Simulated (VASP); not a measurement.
Band structure of Ag$_{2}$S (space group Pc). Method: PBEsol GGA with spin-orbit coupling, VASP's PBE PAW potentials (set 64) (plane waves; VASP).

The path is coarsely sampled, so an indirect gap can come out somewhat too large.

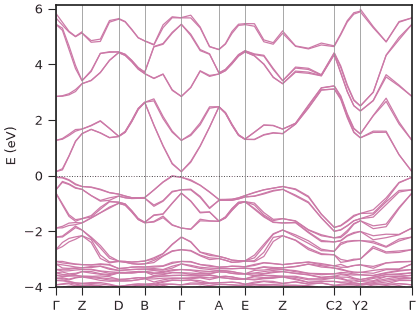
Figure: Bands along high-symmetry lines, zero at the valence-band maximum or, without a gap, the Fermi level

**Question.** Read the plot: is there a gap, and where are the band edges?

**Answer.** The gap is indirect, 0.15 eV, from the valence maximum at B-Γ at 0.75 to the conduction minimum at Γ.

The structure comes from a computed database's Ag2S entry (Pc); how it stands against other phases isn't given here. It was relaxed first, which changed the volume by -5 %.
